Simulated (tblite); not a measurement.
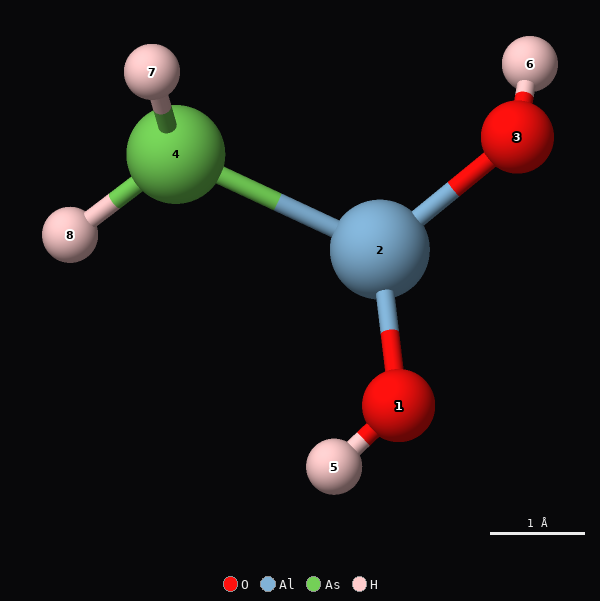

The starting structure (ball-and-stick view, seen on its broad side; atoms are numbered from 1 in the order of the input). Sticks mark near contacts.

## Geometry relaxation, with input and output: AlAsH4O2

The run: geometry relaxation of AlAsH4O2. Method and program: GFN2-xTB geometry optimisation, gas phase (tblite 0.8.0).

## Input
```
{"job": {"kind": "relax", "xc": "GFN2-xTB", "basis": "xTB"}, "charge": 0, "multiplicity": 1}
O      1.474225     0.945739    -0.024879
Al    -0.014104     0.204904    -0.851787
O      0.292745    -1.342533    -1.927237
As    -1.687049     1.726165    -1.687752
H      1.443985     1.747026     0.485628
H     -0.393725    -1.958640    -2.207044
H     -1.515687     2.173045    -3.109944
H     -2.166319     2.749414    -0.713893
```

The first line tells a small driver script what to run in tblite; the rest is the geometry in Å.

Command:
```bash
OMP_NUM_THREADS=1 python <driver script> task.json out
```

## Log
```
step      E/eV     max force
  0    -371.40651    3.671
  1    -371.97825    2.925
  2    -372.99364    1.505
  3    -373.18354    1.877
  4    -373.34012    1.626
  5    -373.55371    1.211
  6    -373.64729    1.078
  7    -373.71669    0.764
  8    -373.75010    0.610
  9    -373.77701    0.632
 10    -373.81342    0.601
 11    -373.85052    0.665
 12    -373.90306    0.598
 13    -373.94000    0.549
 14    -373.95407    0.492
 15    -373.95723    0.662
 16    -373.97021    0.357
 17    -373.97462    0.209
 18    -373.98145    0.200
 19    -373.98354    0.250
 20    -373.98890    0.325
 21    -373.99333    0.282
 22    -373.99692    0.142
 23    -373.99857    0.134
 24    -374.00071    0.182
 25    -374.00348    0.175
 26    -374.00560    0.103
 27    -374.00648    0.092
 28    -374.00696    0.102
 29    -374.00760    0.130
 30    -374.00827    0.067
 31    -374.00872    0.041
 32    -374.00888    0.027
 33    -374.00894    0.022
 34    -374.00902    0.024
 35    -374.00920    0.035
 36    -374.00943    0.041
 37    -374.00963    0.032
 38    -374.00972    0.022
 39    -374.00977    0.022
 40    -374.00986    0.029
 41    -374.01001    0.044
 42    -374.01025    0.058
 43    -374.01051    0.053
 44    -374.01068    0.033
 45    -374.01075    0.022
 46    -374.01078    0.021
 47    -374.01084    0.031
 48    -374.01092    0.045
 49    -374.01108    0.059
 50    -374.01134    0.063
 51    -374.01166    0.053
 52    -374.01191    0.028
 53    -374.01201    0.019
 54    -374.01204    0.019
 55    -374.01209    0.018
 56    -374.01221    0.023
 57    -374.01251    0.035
 58    -374.01316    0.063
 59    -374.01387    0.123
 60    -374.01392    0.116
 61    -374.01443    0.081
 62    -374.01463    0.059
 63    -374.01504    0.066
 64    -374.01625    0.081
 65    -374.01708    0.047
 66    -374.01763    0.059
 67    -374.01799    0.051
 68    -374.01840    0.064
 69    -374.01903    0.065
 70    -374.01970    0.063
 71    -374.02042    0.040
 72    -374.01778    0.263
 73    -374.02084    0.027
 74    -374.02102    0.027
 75    -374.01943    0.218
 76    -374.02129    0.027
 77    -374.02145    0.026
 78    -374.01953    0.234
 79    -374.02165    0.027
 80    -374.02179    0.026
 81    -374.01988    0.241
 82    -374.02201    0.027
 83    -374.02216    0.026
 84    -374.02034    0.247
 85    -374.02245    0.026
 86    -374.02264    0.026
 87    -374.02174    0.209
 88    -374.02310    0.024
 89    -374.02333    0.026
 90    -374.02360    0.109
 91    -374.02396    0.031
 92    -374.02411    0.018
 93    -374.02428    0.009
 94    -374.02429    0.008
 95    -374.02429    0.008
 96    -374.02430    0.007
```

## Trajectory as extended XYZ (Å, eV, eV/Å), 25 frames, from step=0 to step=96
```
8
Properties=species:S:1:pos:R:3:forces:R:3 step=0 energy=-371.40651
O     1.4742    0.9457   -0.0249   -2.3380  -1.1680  -0.8600
Al   -0.0141    0.2049   -0.8518    3.4030  -0.3550  -1.3320
O     0.2927   -1.3425   -1.9272   -1.3180   2.1460   1.8330
As   -1.6870    1.7262   -1.6878   -1.9500  -2.5030   0.0100
H     1.4440    1.7470    0.4856    0.2210  -0.0080   0.0900
H    -0.3937   -1.9586   -2.2070    0.4940   0.2430   0.0700
H    -1.5157    2.1730   -3.1099    0.6800   0.8380   0.5410
H    -2.1663    2.7494   -0.7139    0.8080   0.8080  -0.3520
8
Properties=species:S:1:pos:R:3:forces:R:3 step=4 energy=-373.34012
O     1.3136    0.9211   -0.0310    0.0620  -0.3620  -0.0760
Al    0.2020    0.2237   -1.0143   -0.9260   1.2670  -0.4260
O     0.1430   -1.2106   -1.7890    0.3130   0.3130   0.3140
As   -1.8918    1.4828   -1.6888   -0.2610   0.0990  -0.1020
H     1.4769    1.6923    0.4666    0.4420   0.5490   0.5400
H    -0.3114   -1.9113   -2.1881   -0.3150  -1.0700  -0.5660
H    -1.4419    2.2471   -3.0137    0.1050  -0.2030   0.9280
H    -2.0564    2.8000   -0.7786    0.5800  -0.5940  -0.6130
8
Properties=species:S:1:pos:R:3:forces:R:3 step=8 energy=-373.75010
O     1.2707    0.9316   -0.0241   -0.2930   0.5220  -0.1180
Al    0.1273    0.3789   -1.1204   -0.0920  -0.4260   0.1420
O     0.0722   -1.1816   -1.7461   -0.2690   0.2830  -0.1330
As   -1.9873    1.4445   -1.7060   -0.1220  -0.0950   0.0070
H     1.5452    1.6860    0.5005    0.0560  -0.5500  -0.2050
H    -0.2547   -1.9559   -2.2062    0.3890   0.3270   0.3080
H    -1.4058    2.2299   -2.8439    0.1460  -0.0190  -0.1350
H    -1.9336    2.7117   -0.8905    0.1850  -0.0430   0.1340
8
Properties=species:S:1:pos:R:3:forces:R:3 step=12 energy=-373.90306
O     1.1406    1.0391   -0.0998    0.2480   0.4180   0.3490
Al    0.0212    0.4023   -1.1153   -0.2700   0.3270   0.1520
O    -0.0229   -1.0922   -1.7670   -0.0060  -0.4340  -0.2550
As   -2.0481    1.4280   -1.7215   -0.2290   0.0230  -0.0640
H     1.6282    1.5815    0.5099    0.0270  -0.2080  -0.1370
H    -0.1256   -1.9449   -2.1511    0.1430  -0.3200  -0.0830
H    -1.3469    2.1933   -2.7956    0.1120  -0.0410  -0.3400
H    -1.8125    2.6381   -0.8966   -0.0250   0.2360   0.3790
8
Properties=species:S:1:pos:R:3:forces:R:3 step=16 energy=-373.97021
O     1.0896    1.1292   -0.1244   -0.2190  -0.1260  -0.0380
Al   -0.0530    0.3988   -1.0616   -0.1000  -0.1710  -0.2970
O    -0.0522   -1.0814   -1.8153   -0.0010  -0.0370   0.1270
As   -2.0830    1.4660   -1.7358   -0.0100   0.1510   0.0410
H     1.6738    1.5140    0.5040    0.2750   0.1350   0.1530
H    -0.0467   -1.9755   -2.1277    0.1240   0.0130  -0.0250
H    -1.3139    2.1602   -2.8429   -0.0080  -0.0490   0.0680
H    -1.7805    2.6338   -0.8332   -0.0600   0.0850  -0.0290
8
Properties=species:S:1:pos:R:3:forces:R:3 step=20 energy=-373.98890
O     1.0581    1.1252   -0.1026    0.0020  -0.0110   0.0410
Al   -0.0596    0.3948   -1.0937   -0.0340   0.0630   0.0990
O    -0.0537   -1.1069   -1.7982    0.0370  -0.0280   0.0180
As   -2.1029    1.4990   -1.7285    0.1310  -0.0390   0.0720
H     1.6983    1.5096    0.4901   -0.1880  -0.1380  -0.2260
H    -0.0074   -1.9908   -2.1376    0.0750   0.0490   0.0200
H    -1.3086    2.1497   -2.8403   -0.0260   0.0390   0.0390
H    -1.7901    2.6645   -0.8261    0.0040   0.0640  -0.0620
8
Properties=species:S:1:pos:R:3:forces:R:3 step=24 energy=-374.00071
O     1.0120    1.1221   -0.1020    0.0560  -0.0130   0.0030
Al   -0.0885    0.3892   -1.0908   -0.0240  -0.1140   0.0220
O    -0.0494   -1.1150   -1.7854    0.0470  -0.0340  -0.0170
As   -2.0924    1.5153   -1.7089   -0.1690   0.0550  -0.0400
H     1.6964    1.4766    0.4471    0.0170   0.0090   0.0170
H     0.0488   -1.9911   -2.1335    0.0320   0.0430   0.0250
H    -1.3052    2.1483   -2.8361   -0.0130   0.0340   0.0450
H    -1.7876    2.6997   -0.8273    0.0530   0.0200  -0.0560
8
Properties=species:S:1:pos:R:3:forces:R:3 step=28 energy=-374.00696
O     0.9819    1.1250   -0.1071   -0.0110  -0.0850  -0.0560
Al   -0.1293    0.3756   -1.0782   -0.0450   0.0320   0.0170
O    -0.0420   -1.1214   -1.7815    0.0270   0.0490   0.0290
As   -2.1242    1.5418   -1.7046    0.0060  -0.0070   0.0080
H     1.7019    1.4440    0.4171    0.0110   0.0380   0.0380
H     0.1092   -1.9899   -2.1240    0.0110  -0.0460  -0.0200
H    -1.3014    2.1489   -2.8168   -0.0140   0.0040  -0.0340
H    -1.7620    2.7210   -0.8418    0.0150   0.0160   0.0170
8
Properties=species:S:1:pos:R:3:forces:R:3 step=32 energy=-374.00888
O     0.9940    1.1004   -0.1101    0.0080  -0.0040   0.0040
Al   -0.1364    0.3723   -1.0732    0.0100   0.0050  -0.0110
O    -0.0267   -1.1235   -1.7755   -0.0130  -0.0070  -0.0050
As   -2.1268    1.5475   -1.7025    0.0080   0.0090   0.0010
H     1.6952    1.4546    0.4189   -0.0260  -0.0060  -0.0030
H     0.1092   -1.9920   -2.1281    0.0110   0.0220   0.0120
H    -1.3113    2.1543   -2.8228   -0.0160  -0.0140  -0.0060
H    -1.7632    2.7315   -0.8436    0.0190  -0.0050   0.0070
8
Properties=species:S:1:pos:R:3:forces:R:3 step=36 energy=-374.00943
O     0.9898    1.0972   -0.1146    0.0090   0.0060   0.0170
Al   -0.1432    0.3749   -1.0756    0.0000  -0.0020  -0.0160
O    -0.0318   -1.1199   -1.7757   -0.0030  -0.0290  -0.0190
As   -2.1290    1.5525   -1.7002   -0.0340   0.0030   0.0230
H     1.6884    1.4483    0.4181    0.0100   0.0140   0.0210
H     0.1240   -1.9868   -2.1223    0.0040  -0.0050   0.0000
H    -1.3169    2.1483   -2.8254    0.0010   0.0060  -0.0240
H    -1.7473    2.7306   -0.8413    0.0130   0.0060  -0.0020
8
Properties=species:S:1:pos:R:3:forces:R:3 step=40 energy=-374.00986
O     0.9920    1.0907   -0.1135   -0.0150   0.0060  -0.0040
Al   -0.1432    0.3767   -1.0814    0.0070  -0.0090   0.0110
O    -0.0343   -1.1215   -1.7771   -0.0010   0.0110  -0.0120
As   -2.1342    1.5578   -1.6954    0.0280  -0.0070   0.0010
H     1.6831    1.4510    0.4235   -0.0050   0.0000   0.0060
H     0.1316   -1.9873   -2.1212    0.0000  -0.0120  -0.0020
H    -1.3249    2.1448   -2.8325   -0.0250  -0.0010   0.0140
H    -1.7360    2.7330   -0.8395    0.0110   0.0120  -0.0140
8
Properties=species:S:1:pos:R:3:forces:R:3 step=44 energy=-374.01068
O     0.9898    1.0841   -0.1099   -0.0060   0.0070   0.0040
Al   -0.1386    0.3718   -1.0866   -0.0010   0.0000  -0.0030
O    -0.0383   -1.1236   -1.7909    0.0200   0.0040   0.0060
As   -2.1309    1.5620   -1.6776    0.0060  -0.0020  -0.0270
H     1.6668    1.4564    0.4370    0.0000  -0.0080   0.0010
H     0.1454   -1.9926   -2.1188   -0.0140   0.0070  -0.0080
H    -1.3547    2.1418   -2.8413   -0.0160  -0.0260   0.0140
H    -1.7054    2.7453   -0.8489    0.0120   0.0170   0.0130
8
Properties=species:S:1:pos:R:3:forces:R:3 step=48 energy=-374.01092
O     0.9874    1.0842   -0.1080   -0.0090   0.0040  -0.0010
Al   -0.1381    0.3716   -1.0883    0.0010   0.0050   0.0030
O    -0.0348   -1.1237   -1.7924    0.0160   0.0070   0.0060
As   -2.1304    1.5642   -1.6757   -0.0100   0.0060   0.0440
H     1.6637    1.4557    0.4403   -0.0010  -0.0080   0.0010
H     0.1463   -1.9931   -2.1205   -0.0110   0.0060  -0.0090
H    -1.3631    2.1357   -2.8436    0.0140   0.0000  -0.0220
H    -1.6970    2.7505   -0.8486    0.0000  -0.0190  -0.0220
8
Properties=species:S:1:pos:R:3:forces:R:3 step=52 energy=-374.01191
O     0.9725    1.0913   -0.0974    0.0010  -0.0070  -0.0040
Al   -0.1344    0.3728   -1.0949    0.0030  -0.0020   0.0160
O    -0.0086   -1.1198   -1.8004   -0.0160   0.0060   0.0060
As   -2.1336    1.5726   -1.6469    0.0170   0.0080   0.0140
H     1.6481    1.4489    0.4612   -0.0010  -0.0050  -0.0020
H     0.1406   -1.9929   -2.1352    0.0060   0.0230  -0.0080
H    -1.4022    2.1045   -2.8591   -0.0020  -0.0100   0.0020
H    -1.6484    2.7679   -0.8642   -0.0070  -0.0130  -0.0240
8
Properties=species:S:1:pos:R:3:forces:R:3 step=56 energy=-374.01221
O     0.9660    1.0886   -0.0956    0.0130   0.0010   0.0150
Al   -0.1388    0.3725   -1.0950   -0.0060   0.0060   0.0100
O    -0.0087   -1.1165   -1.8040   -0.0090  -0.0200  -0.0080
As   -2.1348    1.5796   -1.6321   -0.0170  -0.0130  -0.0030
H     1.6380    1.4432    0.4683    0.0160   0.0040   0.0080
H     0.1543   -1.9870   -2.1387    0.0000   0.0130  -0.0120
H    -1.4226    2.0896   -2.8637    0.0050  -0.0120  -0.0110
H    -1.6194    2.7752   -0.8760   -0.0030   0.0210   0.0020
8
Properties=species:S:1:pos:R:3:forces:R:3 step=60 energy=-374.01392
O     0.9604    1.0845   -0.0535   -0.0080  -0.0290   0.0180
Al   -0.1347    0.3710   -1.0665    0.0050   0.0110  -0.0120
O    -0.0036   -1.1010   -1.8109    0.0120   0.0100  -0.0480
As   -2.1300    1.5978   -1.5605   -0.0860  -0.0670   0.0370
H     1.6199    1.4312    0.5296    0.0310   0.0050   0.0060
H     0.1627   -1.9390   -2.2197   -0.0110   0.0110   0.0340
H    -1.5286    1.9712   -2.8897    0.0440  -0.0120  -0.0590
H    -1.5121    2.8295   -0.9657    0.0140   0.0710   0.0240
8
Properties=species:S:1:pos:R:3:forces:R:3 step=64 energy=-374.01625
O     0.9615    1.0797   -0.0254   -0.0020  -0.0250  -0.0100
Al   -0.1366    0.3794   -1.0470    0.0110   0.0060   0.0190
O    -0.0010   -1.0824   -1.8130    0.0060   0.0020  -0.0700
As   -2.1405    1.5971   -1.5422    0.0420   0.0070   0.0060
H     1.6407    1.4182    0.5412   -0.0140  -0.0130  -0.0070
H     0.1522   -1.9074   -2.2542   -0.0100   0.0440   0.0670
H    -1.5372    1.9067   -2.8946   -0.0100  -0.0150   0.0110
H    -1.5050    2.8537   -1.0017   -0.0230  -0.0060  -0.0150
8
Properties=species:S:1:pos:R:3:forces:R:3 step=68 energy=-374.01840
O     0.9799    1.0638   -0.0052    0.0080   0.0000   0.0010
Al   -0.1277    0.3879   -1.0294    0.0030  -0.0070  -0.0310
O    -0.0185   -1.0511   -1.8411    0.0080   0.0270   0.0130
As   -2.1357    1.5851   -1.5316    0.0110   0.0590  -0.0220
H     1.6526    1.4183    0.5584    0.0060  -0.0160   0.0130
H     0.1381   -1.8853   -2.2595    0.0090  -0.0240   0.0000
H    -1.5448    1.8618   -2.8990   -0.0200  -0.0170   0.0480
H    -1.5098    2.8647   -1.0295   -0.0250  -0.0220  -0.0220
8
Properties=species:S:1:pos:R:3:forces:R:3 step=72 energy=-374.01778
O     0.9587    1.0390    0.0589   -0.0020  -0.0020  -0.0210
Al   -0.1269    0.3992   -1.0143    0.0200  -0.0040  -0.0020
O     0.0091   -1.0035   -1.8851    0.0020  -0.0210   0.0070
As   -2.1291    1.6481   -1.4200    0.1690   0.1320  -0.1530
H     1.6205    1.3779    0.6453   -0.0080  -0.0340   0.0000
H     0.1642   -1.8238   -2.3349   -0.0050   0.0670   0.0390
H    -1.7166    1.6712   -2.8891   -0.0700   0.0250   0.1790
H    -1.3458    2.9369   -1.1979   -0.1070  -0.1620  -0.0500
8
Properties=species:S:1:pos:R:3:forces:R:3 step=76 energy=-374.02129
O     0.9648    1.0451    0.0428    0.0030   0.0010  -0.0070
Al   -0.1256    0.3981   -1.0193    0.0120   0.0040   0.0000
O     0.0021   -1.0133   -1.8745    0.0020   0.0020   0.0080
As   -2.1273    1.6361   -1.4455   -0.0090  -0.0110   0.0070
H     1.6264    1.3844    0.6285    0.0080  -0.0230   0.0100
H     0.1581   -1.8359   -2.3169    0.0040   0.0070   0.0100
H    -1.6822    1.7142   -2.8850   -0.0140   0.0110  -0.0200
H    -1.3823    2.9164   -1.1670   -0.0050   0.0100  -0.0070
8
Properties=species:S:1:pos:R:3:forces:R:3 step=80 energy=-374.02179
O     0.9638    1.0407    0.0550    0.0040   0.0020   0.0010
Al   -0.1226    0.4018   -1.0157    0.0070   0.0080   0.0000
O     0.0062   -1.0024   -1.8817    0.0030   0.0040   0.0080
As   -2.1220    1.6492   -1.4231   -0.0040  -0.0030  -0.0030
H     1.6204    1.3728    0.6503    0.0130  -0.0220   0.0080
H     0.1616   -1.8199   -2.3333    0.0050  -0.0020   0.0070
H    -1.7226    1.6751   -2.8783   -0.0190   0.0120  -0.0130
H    -1.3508    2.9277   -1.2101   -0.0080   0.0010  -0.0070
8
Properties=species:S:1:pos:R:3:forces:R:3 step=84 energy=-374.02034
O     0.9616    1.0255    0.0947    0.0220   0.0070   0.0400
Al   -0.1115    0.4183   -1.0080    0.0020   0.0120   0.0030
O     0.0239   -0.9660   -1.9043    0.0070  -0.0010   0.0060
As   -2.1036    1.6974   -1.3541    0.1250   0.1110  -0.1810
H     1.6057    1.3225    0.7229   -0.0120  -0.0280  -0.0350
H     0.1783   -1.7713   -2.3780    0.0030   0.0080   0.0120
H    -1.8640    1.5552   -2.8517   -0.0470   0.0400   0.1640
H    -1.2563    2.9635   -1.3584   -0.1000  -0.1500  -0.0100
8
Properties=species:S:1:pos:R:3:forces:R:3 step=88 energy=-374.02310
O     0.9635    1.0312    0.0784    0.0010   0.0000   0.0100
Al   -0.1155    0.4136   -1.0123    0.0030   0.0080   0.0000
O     0.0178   -0.9801   -1.8941    0.0030   0.0020   0.0060
As   -2.1112    1.6785   -1.3847    0.0070   0.0050  -0.0180
H     1.6147    1.3372    0.6933    0.0140  -0.0150   0.0000
H     0.1737   -1.7920   -2.3556    0.0040   0.0000   0.0060
H    -1.8092    1.6082   -2.8621   -0.0210   0.0120  -0.0010
H    -1.2997    2.9485   -1.2999   -0.0110  -0.0130  -0.0040
8
Properties=species:S:1:pos:R:3:forces:R:3 step=92 energy=-374.02411
O     0.9647    1.0233    0.0953   -0.0010  -0.0020   0.0120
Al   -0.1096    0.4269   -1.0121    0.0030   0.0030   0.0030
O     0.0287   -0.9629   -1.8994    0.0020   0.0000   0.0020
As   -2.1044    1.7003   -1.3641    0.0080   0.0060  -0.0150
H     1.6190    1.2981    0.7219    0.0040  -0.0060  -0.0080
H     0.1871   -1.7737   -2.3618    0.0010   0.0040   0.0040
H    -1.8758    1.5709   -2.8504   -0.0110   0.0080   0.0030
H    -1.2758    2.9623   -1.3662   -0.0060  -0.0140  -0.0010
8
Properties=species:S:1:pos:R:3:forces:R:3 step=96 energy=-374.02430
O     0.9645    1.0195    0.1033   -0.0020  -0.0020   0.0050
Al   -0.1075    0.4338   -1.0120   -0.0050  -0.0010  -0.0020
O     0.0346   -0.9555   -1.8989    0.0010  -0.0010  -0.0020
As   -2.1026    1.7090   -1.3591   -0.0010  -0.0040   0.0010
H     1.6252    1.2763    0.7305    0.0050   0.0050   0.0000
H     0.1953   -1.7661   -2.3607   -0.0010   0.0020   0.0010
H    -1.9041    1.5607   -2.8472   -0.0010   0.0010  -0.0030
H    -1.2713    2.9673   -1.3928    0.0040  -0.0010   0.0000
```

## Key numbers

| quantity | value |
| --- | --- |
| outcome | converged |
| total energy | −374.0243 eV |
| hardware | 1 CPU thread, shared host |
| wall time | 0.96 s |
| peak memory | 0.17 GiB |
